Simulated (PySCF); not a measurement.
# C₂H₇ClOSi: NMR shifts at several levels of theory, part 1 of 2

How much do the NMR shifts of C₂H₇ClOSi (`CCO[SiH2]Cl`) depend on the level of theory, and what does each level cost?

Computed with PySCF 2.14.0, with density-fitted response routines of our own, on a single molecule in the gas phase. Atoms count from 0, in the outputs and in this text.

### Step 1. The molecule as given

12 atoms, charge 0, multiplicity 1; geometry from: GFN2-xTB. The atoms were then displaced at random by about 0.01 Å, so the start is not that level's minimum.

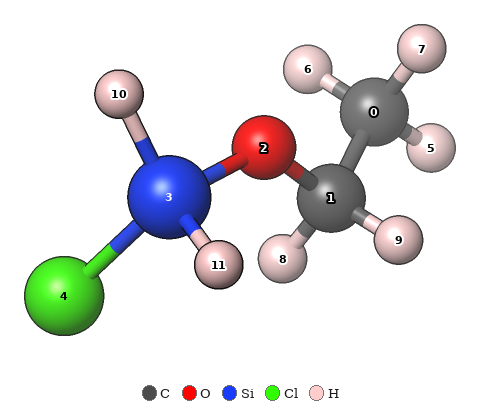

The starting geometry (carbon dark grey, oxygen red, silicon blue, chlorine green, hydrogen pink), atoms numbered; sticks join atoms by distance.

### Step 2. Relaxing the molecule at PBE0-D3(BJ)/def2-SVP

The job: settings as JSON, then the geometry in Å.

```
{"job": {"xc": "PBE0", "basis": "def2-SVP", "d3": "d3bj", "grid": 1, "shake": 0.01, "kind": "geom"}, "charge": 0, "multiplicity": 1}
C     -1.855150    -0.020450     0.394730
C     -0.599760    -0.376480    -0.337330
O      0.406860     0.520330     0.018170
Si     2.061590     0.460030    -0.125170
Cl     2.727220    -1.304380     0.579210
H     -2.680160    -0.665080     0.098960
H     -1.716300    -0.059570     1.465560
H     -2.142510     1.029550     0.133820
H     -0.298150    -1.389620    -0.057170
H     -0.743290    -0.323230    -1.410660
H      2.400170     1.566900     0.734380
H      2.479180     0.533730    -1.503520
```

Started as:

```sh
OMP_NUM_THREADS=1 python probes_run.py task.json out
```

This one command runs all jobs of the session in turn.

Standard output:

```text
step   0  E = -904.61925113  max force = 0.037336
step   1  E = -904.62568249  max force = 0.008505
step   2  E = -904.62600388  max force = 0.004299
step   3  E = -904.62612859  max force = 0.001759
step   4  E = -904.62618006  max force = 0.001416
step   5  E = -904.62623497  max force = 0.002192
step   6  E = -904.62626594  max force = 0.001475
step   7  E = -904.62628321  max force = 0.000668
step   8  E = -904.62628757  max force = 0.000289
optimisation converged
```

Run time: 32 s. Hardware: 1 thread of Arm Neoverse V2, shared host; peak memory 0.52 GiB.

Along the way:

| step | energy from step 0 (eV) | largest force component (eV/Å) |
| --- | --- | --- |
| 0 | 0.0000 | 1.9199 |
| 1 | -0.1750 | 0.4373 |
| 2 | -0.1838 | 0.2211 |
| 3 | -0.1871 | 0.0905 |
| 4 | -0.1885 | 0.0728 |
| 5 | -0.1900 | 0.1127 |
| 6 | -0.1909 | 0.0758 |
| 7 | -0.1914 | 0.0343 |
| 8 | -0.1915 | 0.0149 |

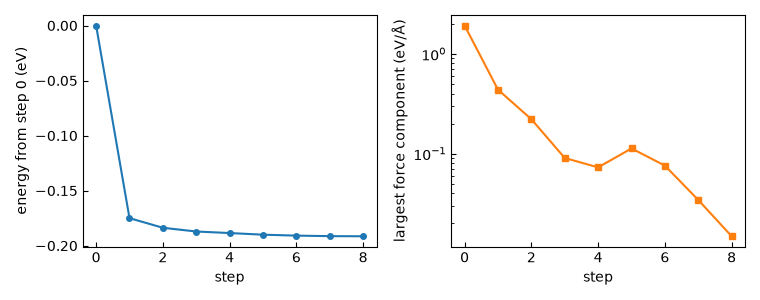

Energy and largest force along the relaxation.

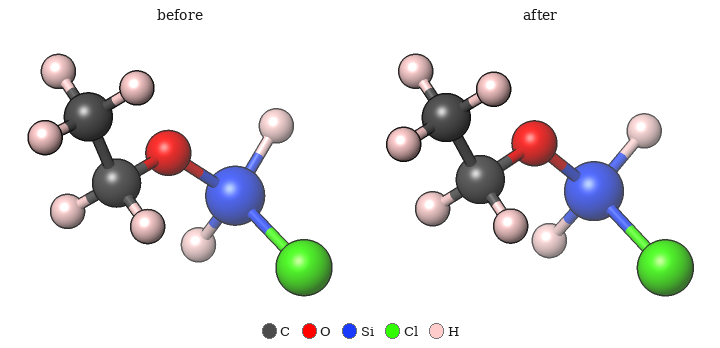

Before and after, at one scale.

Distances of close pairs at the start and the end, largest changes first:

| bond | before (Å) | after (Å) | change (Å) |
| --- | --- | --- | --- |
| Si3–Cl4 | 2.013 | 2.073 | +0.060 |
| Si3–H11 | 1.442 | 1.490 | +0.048 |
| Si3–H10 | 1.442 | 1.481 | +0.039 |
| C1–H9 | 1.084 | 1.107 | +0.022 |
| C1–O2 | 1.394 | 1.414 | +0.020 |
| C0–H6 | 1.081 | 1.100 | +0.019 |
| C0–H7 | 1.119 | 1.100 | -0.019 |
| O2–Si3 | 1.662 | 1.648 | -0.014 |

The next job starts from the end point, and lists it.

| at the end point | value |
| --- | --- |
| point group (found at 0.08 Å tolerance) | C1 |
| rotational constants (GHz, main isotopes) | 6.376, 1.507, 1.293 |
| dipole moment (D) | 1.45 |

### Step 3. Shielding tensors: HF/pcSseg-2

The job: settings as JSON, then the geometry in Å.

```
{"job": {"kind": "nmr", "xc": "HF", "basis": "pcSseg-2", "pop": false}, "charge": 0, "multiplicity": 1}
C     -0.111217    -0.851621     0.660091
C      1.218734    -1.133779     0.005600
O      2.177943    -0.207514     0.476896
Si     3.797520    -0.291192     0.185476
Cl     4.538671    -2.104610     0.862784
H     -0.875509    -1.557940     0.302983
H     -0.028924    -0.948337     1.752735
H     -0.445285     0.171059     0.431040
H      1.548721    -2.163948     0.232991
H      1.132737    -1.055017    -1.094755
H      4.429762     0.810245     0.947415
H      4.100952    -0.225900    -1.271447
```

With the program's defaults for keys left out, this is: GIAO HF/pcSseg-2 NMR shielding, non-relativistic, gas phase.

Standard output:

```text
final grid: 94904 points
cycle   1  E = -903.1964925864  dE =  5.011e-01  |g| = 6.146e-01  |ddm| = 2.292e+00
cycle   2  E = -903.2701541684  dE = -7.366e-02  |g| = 3.487e-01  |ddm| = 5.446e-01
cycle   3  E = -903.2914671804  dE = -2.131e-02  |g| = 6.719e-02  |ddm| = 2.025e-01
cycle   4  E = -903.2927168947  dE = -1.250e-03  |g| = 1.914e-02  |ddm| = 7.051e-02
cycle   5  E = -903.2928161697  dE = -9.928e-05  |g| = 3.785e-03  |ddm| = 1.796e-02
cycle   6  E = -903.2928221390  dE = -5.969e-06  |g| = 9.201e-04  |ddm| = 5.355e-03
cycle   7  E = -903.2928227585  dE = -6.195e-07  |g| = 2.862e-04  |ddm| = 1.998e-03
cycle   8  E = -903.2928228171  dE = -5.865e-08  |g| = 9.106e-05  |ddm| = 6.115e-04
cycle   9  E = -903.2928228216  dE = -4.447e-09  |g| = 2.142e-05  |ddm| = 1.713e-04
cycle  10  E = -903.2928228218  dE = -2.462e-10  |g| = 4.807e-06  |ddm| = 4.059e-05
converged SCF energy = -903.2928228218

GIAO shielding tensors (ppm)
atom      isotropic    diamagn.    paramagn.     s11        s22        s33       span
  0 C      171.387     239.100     -67.713    155.663    169.878    188.620     32.957
  1 C      135.069     234.087     -99.019    109.090    123.563    172.554     63.464
  2 O      293.168     395.698    -102.530    237.533    307.915    334.057     96.524
  3 Si     410.499     871.267    -460.769    390.745    400.411    440.339     49.594
  4 Cl     967.714    1146.256    -178.541    849.771   1004.122   1049.250    199.479
  5 H       30.673      30.280       0.393     26.723     27.620     37.676     10.952
  6 H       30.260      29.871       0.389     26.252     28.868     35.660      9.409
  7 H       30.237      31.598      -1.361     26.389     28.298     36.025      9.637
  8 H       28.083      29.485      -1.402     22.218     30.688     31.341      9.123
  9 H       28.363      31.389      -3.026     23.558     28.202     33.328      9.771
 10 H       26.891      27.129      -0.238     22.910     25.099     32.664      9.754
 11 H       26.826      27.564      -0.737     23.048     25.208     32.223      9.175
```

Wall time 16 s (1 thread of Arm Neoverse V2, shared host); peak memory 1.2 GiB.

The references, computed at this level on geometries of the same kind, shield at (ppm): ¹H TMS 31.68, ¹³C TMS 191.5, ²⁹Si TMS 383.0, ¹⁷O H2O 326.3, ³⁵Cl HCl 945. Their shielding less the atom's gives the shift. The references are single molecules in the gas phase, so shifts against H2O, NH3, PH3, H3PO4 or CFCl3 are not on the usual liquid scales and can be off by tens of ppm. Atoms listed in one row are averaged.

| atoms | environment | σ (ppm) | δ (ppm) |
| --- | --- | --- | --- |
| C1 | sp3 CH2 bonded to O | 135.1 | 56.4 |
| C0 | methyl carbon | 171.4 | 20.1 |
| H10, H11 | hydrogen on a silicon bonded to Cl, O | 26.86 | 4.82 |
| H8, H9 | hydrogen on an sp3 CH2 bonded to O | 28.22 | 3.46 |
| H5, H6, H7 | hydrogen on a methyl carbon | 30.39 | 1.29 |
| O2 | oxygen bonded to C, Si | 293.2 | 33.2 |
| Si3 | silicon bonded to Cl, O, 2 H | 410.5 | -27.5 |
| Cl4 | chlorine bonded to Si | 968 | -23 |

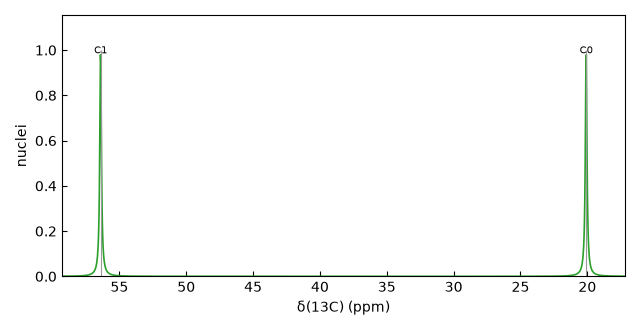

¹³C lines at the computed shifts, without couplings. Lines are broadened to a width of 0.15 ppm (Lorentzian).

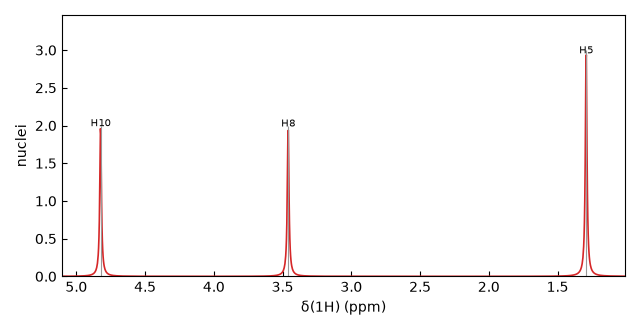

¹H lines at the computed shifts, without couplings. Lines are broadened to a width of 0.01 ppm (Lorentzian).

### Step 4. Shielding tensors: LDA/pcSseg-2

Settings changed since step 3:

```diff
@@ -1,2 +1,2 @@
-{"job": {"kind": "nmr", "xc": "HF", "basis": "pcSseg-2", "pop": false}, "charge": 0, "multiplicity": 1}
+{"job": {"kind": "nmr", "xc": "LDA", "basis": "pcSseg-2", "pop": false}, "charge": 0, "multiplicity": 1}
 C     -0.111217    -0.851621     0.660091
```

Level: GIAO LDA/pcSseg-2 NMR shielding, non-relativistic, gas phase.

Standard output:

```text
coarse grid: 10848 points
cycle   1  E = -901.4644054862  dE =  2.991e-01  |g| = 8.582e-01  |ddm| = 2.449e+00
cycle   2  E = -900.6968260935  dE =  7.676e-01  |g| = 2.095e+00  |ddm| = 2.533e+00
cycle   3  E = -901.5866264007  dE = -8.898e-01  |g| = 2.978e-01  |ddm| = 2.246e+00
cycle   4  E = -901.6034590336  dE = -1.683e-02  |g| = 1.259e-01  |ddm| = 2.987e-01
cycle   5  E = -901.6066765919  dE = -3.218e-03  |g| = 2.828e-02  |ddm| = 1.053e-01
cycle   6  E = -901.6068534164  dE = -1.768e-04  |g| = 1.109e-02  |ddm| = 3.332e-02
cycle   7  E = -901.6068788129  dE = -2.540e-05  |g| = 2.382e-03  |ddm| = 9.025e-03
cycle   8  E = -901.6068799361  dE = -1.123e-06  |g| = 7.777e-04  |ddm| = 1.710e-03
final grid: 94904 points
cycle   9  E = -901.5993425009  dE = -7.437e-05  |g| = 4.280e-03  |ddm| = 2.980e-02
cycle  10  E = -901.5993367496  dE =  5.751e-06  |g| = 6.366e-03  |ddm| = 6.080e-03
cycle  11  E = -901.5993463375  dE = -9.588e-06  |g| = 6.754e-04  |ddm| = 3.914e-03
cycle  12  E = -901.5993464120  dE = -7.452e-08  |g| = 2.442e-04  |ddm| = 5.412e-04
cycle  13  E = -901.5993464224  dE = -1.037e-08  |g| = 8.521e-05  |ddm| = 2.050e-04
cycle  14  E = -901.5993464236  dE = -1.280e-09  |g| = 1.817e-05  |ddm| = 7.085e-05
cycle  15  E = -901.5993464237  dE = -7.776e-11  |g| = 3.680e-06  |ddm| = 1.777e-05
converged SCF energy = -901.5993464237

GIAO shielding tensors (ppm)
atom      isotropic    diamagn.    paramagn.     s11        s22        s33       span
  0 C      161.656     242.612     -80.956    142.738    160.009    182.222     39.485
  1 C      114.230     237.631    -123.401     81.041    100.044    161.606     80.565
  2 O      239.401     392.682    -153.282    167.464    257.491    293.247    125.783
  3 Si     316.165     875.953    -559.788    282.686    301.326    364.484     81.797
  4 Cl     870.621    1146.281    -275.661    697.284    944.668    969.910    272.625
  5 H       29.729      29.740      -0.011     25.960     26.917     36.309     10.349
  6 H       29.469      29.662      -0.193     25.767     28.097     34.544      8.777
  7 H       29.431      30.210      -0.780     25.910     27.532     34.851      8.941
  8 H       26.504      29.793      -3.289     20.794     28.938     29.779      8.985
  9 H       26.917      30.001      -3.084     22.275     27.032     31.443      9.168
 10 H       24.916      26.411      -1.495     21.044     23.343     30.360      9.316
 11 H       24.671      26.492      -1.821     20.774     23.349     29.888      9.114
```

It took 31 s on 1 thread of Arm Neoverse V2, shared host; peak memory 1.1 GiB.

Key values: δ C1 66.1, C0 18.6, O2 95.0, Si3 -13.1, H10 5.98, H8 4.06 ppm (means over like atoms).

### Step 5. NMR shieldings: PBE/pcSseg-2

Settings changed since step 4:

```diff
@@ -1,2 +1,2 @@
-{"job": {"kind": "nmr", "xc": "LDA", "basis": "pcSseg-2", "pop": false}, "charge": 0, "multiplicity": 1}
+{"job": {"kind": "nmr", "xc": "PBE", "basis": "pcSseg-2", "pop": false}, "charge": 0, "multiplicity": 1}
 C     -0.111217    -0.851621     0.660091
```

Level: GIAO PBE/pcSseg-2 NMR shielding, non-relativistic, gas phase.

Standard output:

```text
coarse grid: 10848 points
cycle   1  E = -904.8519925453  dE =  3.007e-01  |g| = 8.408e-01  |ddm| = 2.381e+00
cycle   2  E = -904.1529125877  dE =  6.991e-01  |g| = 2.009e+00  |ddm| = 2.478e+00
cycle   3  E = -904.9716964322  dE = -8.188e-01  |g| = 2.764e-01  |ddm| = 2.183e+00
cycle   4  E = -904.9865358119  dE = -1.484e-02  |g| = 1.149e-01  |ddm| = 2.841e-01
cycle   5  E = -904.9893037647  dE = -2.768e-03  |g| = 2.621e-02  |ddm| = 9.890e-02
cycle   6  E = -904.9894594043  dE = -1.556e-04  |g| = 9.392e-03  |ddm| = 3.018e-02
cycle   7  E = -904.9894775414  dE = -1.814e-05  |g| = 2.089e-03  |ddm| = 7.512e-03
cycle   8  E = -904.9894784416  dE = -9.002e-07  |g| = 6.637e-04  |ddm| = 1.558e-03
final grid: 94904 points
cycle   9  E = -904.9982733252  dE = -9.334e-05  |g| = 1.481e-02  |ddm| = 3.598e-02
cycle  10  E = -904.9981701078  dE =  1.032e-04  |g| = 2.752e-02  |ddm| = 2.109e-02
cycle  11  E = -904.9983103546  dE = -1.402e-04  |g| = 3.974e-03  |ddm| = 1.559e-02
cycle  12  E = -904.9983132493  dE = -2.895e-06  |g| = 1.057e-03  |ddm| = 3.423e-03
cycle  13  E = -904.9983135038  dE = -2.545e-07  |g| = 1.375e-04  |ddm| = 7.652e-04
cycle  14  E = -904.9983135078  dE = -3.983e-09  |g| = 3.814e-05  |ddm| = 1.666e-04
cycle  15  E = -904.9983135081  dE = -3.449e-10  |g| = 1.046e-05  |ddm| = 3.872e-05
converged SCF energy = -904.9983135081

GIAO shielding tensors (ppm)
atom      isotropic    diamagn.    paramagn.     s11        s22        s33       span
  0 C      159.592     242.397     -82.805    141.975    157.173    179.629     37.654
  1 C      113.921     237.502    -123.582     82.302    100.769    158.690     76.388
  2 O      240.963     393.111    -152.148    176.225    257.013    289.653    113.428
  3 Si     342.875     875.365    -532.490    310.231    329.783    388.612     78.381
  4 Cl     887.415    1146.407    -258.993    729.055    945.627    987.561    258.506
  5 H       30.108      30.187      -0.080     26.486     27.386     36.452      9.966
  6 H       29.878      29.953      -0.075     26.322     28.588     34.723      8.401
  7 H       29.839      31.277      -1.438     26.458     28.024     35.037      8.579
  8 H       26.997      29.588      -2.592     21.376     29.335     30.278      8.902
  9 H       27.384      30.697      -3.313     22.833     27.439     31.881      9.048
 10 H       25.601      26.949      -1.349     21.728     24.002     31.073      9.345
 11 H       25.348      27.146      -1.798     21.456     23.999     30.588      9.132
```

Wall time 36 s (1 thread of Arm Neoverse V2, shared host); peak memory 0.99 GiB.

Key values: δ C1 65.5, C0 19.8, O2 86.9, Si3 -19.4, H10 5.70, H8 3.99 ppm (means over like atoms).

### Step 6. Nuclear shieldings: BLYP/pcSseg-2

Settings changed since step 5:

```diff
@@ -1,2 +1,2 @@
-{"job": {"kind": "nmr", "xc": "PBE", "basis": "pcSseg-2", "pop": false}, "charge": 0, "multiplicity": 1}
+{"job": {"kind": "nmr", "xc": "BLYP", "basis": "pcSseg-2", "pop": false}, "charge": 0, "multiplicity": 1}
 C     -0.111217    -0.851621     0.660091
```

Method: GIAO BLYP/pcSseg-2 NMR shielding, non-relativistic, gas phase.

Standard output:

```text
coarse grid: 10848 points
cycle   1  E = -905.3021034278  dE =  3.062e-01  |g| = 9.131e-01  |ddm| = 2.363e+00
cycle   2  E = -904.4307055796  dE =  8.714e-01  |g| = 2.222e+00  |ddm| = 2.857e+00
cycle   3  E = -905.4387573319  dE = -1.008e+00  |g| = 3.057e-01  |ddm| = 2.570e+00
cycle   4  E = -905.4563242421  dE = -1.757e-02  |g| = 1.393e-01  |ddm| = 3.282e-01
cycle   5  E = -905.4604001798  dE = -4.076e-03  |g| = 2.936e-02  |ddm| = 1.187e-01
cycle   6  E = -905.4605963138  dE = -1.961e-04  |g| = 1.085e-02  |ddm| = 3.451e-02
cycle   7  E = -905.4606207622  dE = -2.445e-05  |g| = 2.381e-03  |ddm| = 8.738e-03
cycle   8  E = -905.4606219565  dE = -1.194e-06  |g| = 7.830e-04  |ddm| = 1.895e-03
final grid: 94904 points
cycle   9  E = -905.4691088942  dE = -8.366e-05  |g| = 8.579e-03  |ddm| = 3.432e-02
cycle  10  E = -905.4690811919  dE =  2.770e-05  |g| = 1.412e-02  |ddm| = 1.273e-02
cycle  11  E = -905.4691243187  dE = -4.313e-05  |g| = 1.744e-03  |ddm| = 8.128e-03
cycle  12  E = -905.4691247190  dE = -4.003e-07  |g| = 8.729e-04  |ddm| = 1.685e-03
cycle  13  E = -905.4691248721  dE = -1.532e-07  |g| = 1.197e-04  |ddm| = 6.784e-04
cycle  14  E = -905.4691248748  dE = -2.616e-09  |g| = 2.585e-05  |ddm| = 1.180e-04
cycle  15  E = -905.4691248749  dE = -1.278e-10  |g| = 1.142e-05  |ddm| = 2.914e-05
converged SCF energy = -905.4691248749

GIAO shielding tensors (ppm)
atom      isotropic    diamagn.    paramagn.     s11        s22        s33       span
  0 C      154.422     239.783     -85.361    136.519    151.600    175.147     38.629
  1 C      108.909     235.235    -126.326     77.635     96.171    152.921     75.285
  2 O      236.142     394.194    -158.052    173.124    251.300    284.003    110.879
  3 Si     336.024     874.909    -538.885    303.711    324.396    379.964     76.252
  4 Cl     880.698    1146.851    -266.153    721.063    932.568    988.462    267.399
  5 H       30.261      30.342      -0.081     26.803     27.655     36.325      9.522
  6 H       30.032      30.125      -0.093     26.641     28.835     34.619      7.978
  7 H       29.991      30.940      -0.949     26.767     28.267     34.940      8.172
  8 H       27.193      29.997      -2.804     21.697     29.379     30.502      8.805
  9 H       27.586      30.646      -3.060     23.172     27.612     31.974      8.803
 10 H       25.919      27.193      -1.274     22.040     24.329     31.387      9.348
 11 H       25.659      27.340      -1.681     21.776     24.316     30.886      9.110
```

Wall time 37 s (1 thread of Arm Neoverse V2, shared host); peak memory 0.99 GiB.

This run: δ C1 66.1, C0 20.6, O2 89.0, Si3 -26.4, H10 5.59, H8 3.99 ppm (means over like atoms).

### Step 7. NMR shieldings: BP86/pcSseg-2

Settings changed since step 6:

```diff
@@ -1,2 +1,2 @@
-{"job": {"kind": "nmr", "xc": "BLYP", "basis": "pcSseg-2", "pop": false}, "charge": 0, "multiplicity": 1}
+{"job": {"kind": "nmr", "xc": "BP86", "basis": "pcSseg-2", "pop": false}, "charge": 0, "multiplicity": 1}
 C     -0.111217    -0.851621     0.660091
```

Level: GIAO BP86/pcSseg-2 NMR shielding, non-relativistic, gas phase.

Standard output:

```text
coarse grid: 10848 points
cycle   1  E = -905.4569648104  dE =  3.017e-01  |g| = 8.486e-01  |ddm| = 2.371e+00
cycle   2  E = -904.7673525543  dE =  6.896e-01  |g| = 2.005e+00  |ddm| = 2.339e+00
cycle   3  E = -905.5780420931  dE = -8.107e-01  |g| = 2.743e-01  |ddm| = 2.051e+00
cycle   4  E = -905.5926670668  dE = -1.462e-02  |g| = 1.137e-01  |ddm| = 2.791e-01
cycle   5  E = -905.5953519477  dE = -2.685e-03  |g| = 2.593e-02  |ddm| = 9.920e-02
cycle   6  E = -905.5955041936  dE = -1.522e-04  |g| = 9.450e-03  |ddm| = 3.017e-02
cycle   7  E = -905.5955229037  dE = -1.871e-05  |g| = 2.124e-03  |ddm| = 7.712e-03
cycle   8  E = -905.5955238123  dE = -9.087e-07  |g| = 6.846e-04  |ddm| = 1.586e-03
final grid: 94904 points
cycle   9  E = -905.6037787380  dE = -9.306e-05  |g| = 9.712e-03  |ddm| = 3.444e-02
cycle  10  E = -905.6037440363  dE =  3.470e-05  |g| = 1.606e-02  |ddm| = 1.345e-02
cycle  11  E = -905.6037911510  dE = -4.711e-05  |g| = 3.240e-03  |ddm| = 1.022e-02
cycle  12  E = -905.6037928062  dE = -1.655e-06  |g| = 1.035e-03  |ddm| = 2.566e-03
cycle  13  E = -905.6037930559  dE = -2.498e-07  |g| = 1.207e-04  |ddm| = 7.586e-04
cycle  14  E = -905.6037930588  dE = -2.904e-09  |g| = 3.462e-05  |ddm| = 1.390e-04
cycle  15  E = -905.6037930591  dE = -3.010e-10  |g| = 7.676e-06  |ddm| = 3.691e-05
converged SCF energy = -905.6037930591

GIAO shielding tensors (ppm)
atom      isotropic    diamagn.    paramagn.     s11        s22        s33       span
  0 C      159.345     242.138     -82.792    141.939    157.052    179.044     37.105
  1 C      113.799     237.493    -123.694     82.189    100.580    158.628     76.438
  2 O      242.553     393.422    -150.869    178.018    258.733    290.907    112.889
  3 Si     342.381     875.440    -533.059    309.681    329.959    387.503     77.823
  4 Cl     887.847    1146.588    -258.741    730.174    945.373    987.993    257.818
  5 H       30.176      30.252      -0.076     26.567     27.461     36.499      9.932
  6 H       29.929      30.008      -0.079     26.383     28.664     34.740      8.357
  7 H       29.893      31.216      -1.323     26.519     28.102     35.057      8.538
  8 H       27.048      29.717      -2.669     21.432     29.362     30.350      8.919
  9 H       27.432      30.769      -3.337     22.879     27.500     31.918      9.039
 10 H       25.676      26.997      -1.321     21.801     24.076     31.151      9.349
 11 H       25.421      27.167      -1.746     21.528     24.066     30.668      9.140
```

It took 37 s on 1 thread of Arm Neoverse V2, shared host; peak memory 0.99 GiB.

Key values: δ C1 65.4, C0 19.8, O2 83.5, Si3 -20.3, H10 5.69, H8 3.99 ppm (means over like atoms).

(Continued in part 2 of 2.)
